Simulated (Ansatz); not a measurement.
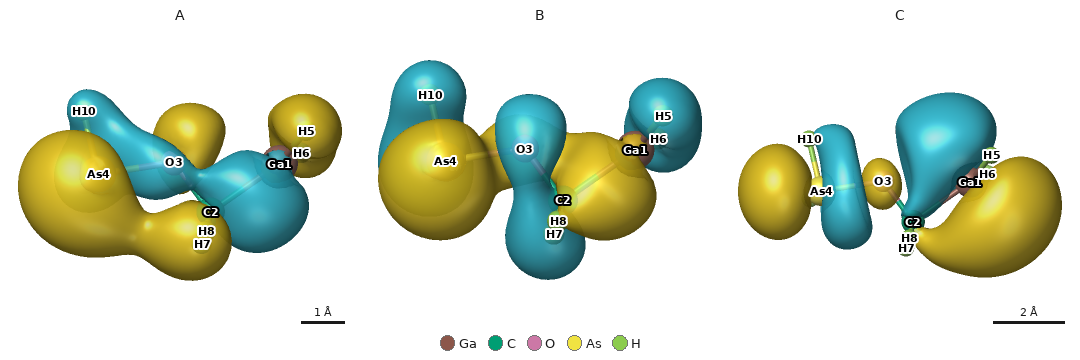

Figure. CH$_{6}$AsGaO (SMILES [GaH2][CH2]O[AsH2]). Three frontier orbitals at ±0.06 Å⁻³ᐟ² (yellow and cyan are the two phases), in no order.

Geometry: PBE0-D4/def2-TZVP.

Level of theory: Ansatz 0.2.0, RKS PBE0-D4/def2-TZVPP.

```xyz
10

Ga    0.2790    1.9167   -0.5252
C    -0.2813    0.0490   -0.8933
O     0.2601   -0.3726    0.3698
As    0.1239   -2.1353    0.7531
H     1.7497    2.3454   -0.8640
H    -0.6930    2.8612    0.2657
H    -1.3613   -0.1259   -0.9448
H     0.2047   -0.4624   -1.7301
H    -1.2029   -2.0597    1.5212
H     0.9212   -2.0166    2.0476
```

**Which picture is the HOMO−1, the HOMO and the LUMO?**

B is the HOMO−1 (−7.59 eV). Its weight (Hirshfeld) is mainly on As4 (about 25 %), O3 (about 20 %), C2 (about 20 %), Ga1 (about 10 %) and H9 (about 10 %). A is the HOMO (−7.23 eV). It lies mainly on As4 (about 30 %), O3 (about 25 %), C2 (about 20 %) and Ga1 (about 15 %). C is the LUMO (−1.50 eV). By Hirshfeld shares it lies mainly on Ga1 (about 55 %), As4 (about 20 %) and O3 (about 5 %).

**What is the HOMO–LUMO gap?**

5.73 eV between the orbital energies.
